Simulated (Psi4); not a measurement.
# SnH2F (SMILES [F][SnH2]): UMP2/def2-TZVPP (core potential)

What is the vertical ionisation energy of SnH2F at UMP2/def2-TZVPP (core potential)? The job is set up through an ASE script.

Program for the calculation: Psi4 1.11.

### Step 1. The molecule

The species is SnH2F (4 atoms), meant as a doublet with charge 0. SMILES: `[F][SnH2]`. The shape is that of a PBE0-D4/def2-TZVP optimisation.

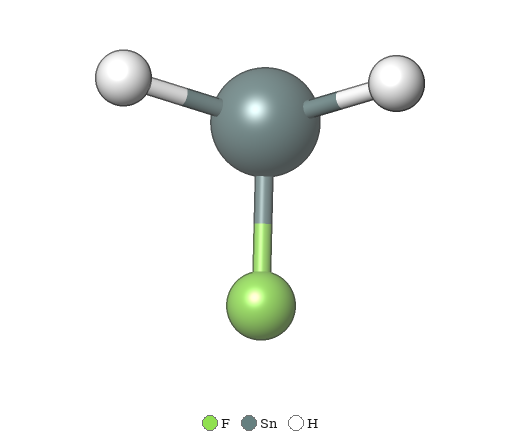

The structure, seen from a chosen angle (fluorine green, tin teal, hydrogen white).

### Step 2. The energy at UMP2/def2-TZVPP (core potential)

Input file fh2sn.xyz:

```xyz
4
FH2Sn
F     -1.552600    -0.190000     0.640700
Sn     0.028300    -0.242200    -0.468300
H      1.184100    -1.054400     0.524100
H      0.395700     1.426200    -0.716700
```

Input file fh2sn_ase.py:

```python
import numpy as np
from ase.calculators.psi4 import Psi4
from ase.io import read

atoms = read('fh2sn.xyz')
calc = Psi4(atoms=atoms, method='mp2', basis='def2-TZVPP', memory='2200MB', num_threads=1, charge=0, multiplicity=2, label='calc', reference='uhf')
calc.psi4.set_options({'puream': True, 'e_convergence': 1e-09, 'd_convergence': 1e-08, 'scf_type': 'pk', 'num_frozen_docc': 5, 'mp2_type': 'conv', 'maxiter': 100})
atoms.calc = calc

print(f'energy: {atoms.get_potential_energy():.6f} eV')
```

Run with:

```console
$ python fh2sn_ase.py
```

calc.dat:

```text
[...]
    !!!  WARNING: ECP capability is in beta. Please check occupations closely.  !!!
[...]
  Running in c1 symmetry.
[...]
  Nuclear repulsion =   71.224961374238049
[...]
  Multiplicity = 2
[...]
  Nalpha       = 17
  Nbeta        = 16
[...]
    Number of basis functions: 109
[...]
 WARNING: Atomic UHF is not converging! Try casting from a smaller basis or call Rob at CCMST.
   -------------------------
[...]
   @UHF iter   1:  -313.90271529173327   -1.80339e+00   4.53239e-03 ADIIS/DIIS
[...]
   @UHF iter  14:  -313.99150463030128   -5.85487e-12   6.16676e-09 DIIS
[...]
   @S^2 Observed:                7.563086349E-01
[...]
    Orbital Energies [Eh]
    ---------------------
    Alpha Occupied:
       1A    -26.226689     2A     -5.892752     3A     -4.085187
       4A     -4.080422     5A     -4.077508     6A     -1.516420
       7A     -1.350034     8A     -1.349503     9A     -1.345073
      10A     -1.344206    11A     -1.337174    12A     -0.700699
      13A     -0.599800    14A     -0.595753    15A     -0.563526
      16A     -0.474935    17A     -0.349094
    Alpha Virtual:
      18A      0.056945    19A      0.104388    20A      0.113871
      21A      0.172555    22A      0.177924    23A      0.221024
      24A      0.263265    25A      0.299337    26A      0.305001
[...]
  @UHF Final Energy:  -313.99150463030128
   => Energetics <=
    Nuclear Repulsion Energy =             71.2249613742380490
    One-Electron Energy =                -659.1513966246620839
    Two-Electron Energy =                 273.9349306201227137
    Total Energy =                       -313.9915046303012787
  UHF NO Occupations:
  HONO-2 :   15  A 1.9991444
  HONO-1 :   16  A 1.9981460
[...]
 Multipole Moments:
 ------------------------------------------------------------------------------------
     Multipole            Electronic (a.u.)      Nuclear  (a.u.)        Total (a.u.)
 ------------------------------------------------------------------------------------
 L = 1.  Multiply by 2.5417464519 to convert [e a0] to [Debye]
 Dipole X            :         12.2994735          -11.3966557            0.9028178
 Dipole Y            :         -1.7985784            1.6850364           -0.1135420
 Dipole Z            :        -11.4123926           10.6115281           -0.8008646
 Magnitude           :                                                    1.2121699
[...]
	SCS-MP2 Total Energy (a.u.)        :  -314.52293672604674
	SOS-MP2 Total Energy (a.u.)        :  -314.46757847410208
	SCSN-MP2 Total Energy (a.u.)       :  -314.28379620056899
[...]
	SOS-PI-MP2 Total Energy (a.u.)     :  -314.54692411473553
[...]
	MP2 Total Energy (a.u.)            :  -314.55430758930254
[...]
```

The script printed:

```text
energy: -8559.458689 eV
```

It took 11 s on 1 thread of Intel Xeon Platinum 8375C at 2.90GHz (Ice Lake), shared host; peak memory 0.8 GiB.

### Step 3. The singlet cation at the same level

fh2sn.xyz is that of step 2.

Input file fh2sn_ase.py:

```python
import numpy as np
from ase.calculators.psi4 import Psi4
from ase.io import read

a = read('fh2sn.xyz')
calc = Psi4(atoms=a, method='mp2', basis='def2-TZVPP', memory='2200MB', num_threads=1, charge=1, multiplicity=1, label='fh2sn')
calc.psi4.set_options({'puream': True, 'e_convergence': 1e-09, 'd_convergence': 1e-08, 'scf_type': 'pk', 'num_frozen_docc': 5, 'mp2_type': 'conv'})
a.calc = calc

print(f'energy: {a.get_potential_energy():.6f} eV')
```

Run with:

```console
$ python fh2sn_ase.py
```

fh2sn.dat:

```text
[...]
    !!!  WARNING: ECP capability is in beta. Please check occupations closely.  !!!
[...]
  Running in c1 symmetry.
[...]
  Nuclear repulsion =   71.224961374238049
[...]
  Multiplicity = 1
[...]
  Nalpha       = 16
  Nbeta        = 16
[...]
    Number of basis functions: 109
[...]
 WARNING: Atomic UHF is not converging! Try casting from a smaller basis or call Rob at CCMST.
   -------------------------
[...]
   @RHF iter   1:  -313.58607420539215   -1.48675e+00   4.32678e-03 ADIIS/DIIS
[...]
   @RHF iter  11:  -313.66583284771627   -2.69438e-11   7.92115e-09 DIIS
[...]
    Orbital Energies [Eh]
    ---------------------
    Doubly Occupied:
       1A    -26.463623     2A     -6.189192     3A     -4.385257
       4A     -4.375645     5A     -4.373373     6A     -1.748890
       7A     -1.649402     8A     -1.647006     9A     -1.643573
      10A     -1.635569    11A     -1.619974    12A     -0.926226
      13A     -0.822806    14A     -0.810076    15A     -0.785249
      16A     -0.703617
[...]
  @RHF Final Energy:  -313.66583284771627
   => Energetics <=
    Nuclear Repulsion Energy =             71.2249613742380490
    One-Electron Energy =                -650.2226325794333661
    Two-Electron Energy =                 265.3318383574790005
    Total Energy =                       -313.6658328477162740
[...]
 Multipole Moments:
 ------------------------------------------------------------------------------------
     Multipole            Electronic (a.u.)      Nuclear  (a.u.)        Total (a.u.)
 ------------------------------------------------------------------------------------
 L = 1.  Multiply by 2.5417464519 to convert [e a0] to [Debye]
 Dipole X            :         12.6995318          -11.3966557            1.3028761
 Dipole Y            :         -1.9734568            1.6850364           -0.2884203
 Dipole Z            :        -12.0161718           10.6115281           -1.4046438
 Magnitude           :                                                    1.9374459
[...]
	SCS-MP2 Total Energy (a.u.)        :  -314.19437504183560
	SOS-MP2 Total Energy (a.u.)        :  -314.14032507673170
	SCSN-MP2 Total Energy (a.u.)       :  -313.95121666346506
[...]
	SOS-PI-MP2 Total Energy (a.u.)     :  -314.21940711490095
[...]
	MP2 Total Energy (a.u.)            :  -314.22339293387432
[...]
```

On the terminal:

```text
energy: -8550.454043 eV
```

It took 7.8 s on 1 thread of Intel Xeon Platinum 8375C at 2.90GHz (Ice Lake), shared host; peak memory 0.8 GiB.

### Step 4. Summary of results

Level: UMP2/def2-TZVPP (core potential), 5 core orbitals frozen.

| quantity | value |
| --- | --- |
| doublet SnH2F: total energy | -314.55431 Eh |
| doublet SnH2F: HOMO energy (Hartree–Fock orbitals) (highest over α and β) | -9.50 eV |
| doublet SnH2F: LUMO energy (Hartree–Fock orbitals) (lowest over α and β) | -0.12 eV |
| doublet SnH2F: correlation energy (5 core orbitals frozen) | -562.8 mEh |
| doublet SnH2F: ⟨S²⟩ of the reference determinant | 0.756 |
| singlet cation: total energy | -314.22339 Eh |
| singlet cation: HOMO energy (Hartree–Fock orbitals) | -19.15 eV |
| singlet cation: LUMO energy (Hartree–Fock orbitals) | -8.22 eV |
| singlet cation: HOMO–LUMO gap (Hartree–Fock orbitals) | 10.93 eV |
| singlet cation: correlation energy (5 core orbitals frozen) | -557.6 mEh |
| vertical ionisation energy (to the singlet cation) | 9.005 eV |

In words: The vertical ionisation energy comes to 9.00 eV (208 kcal/mol). Only the singlet of the ionised species was computed; a triplet could lie lower.
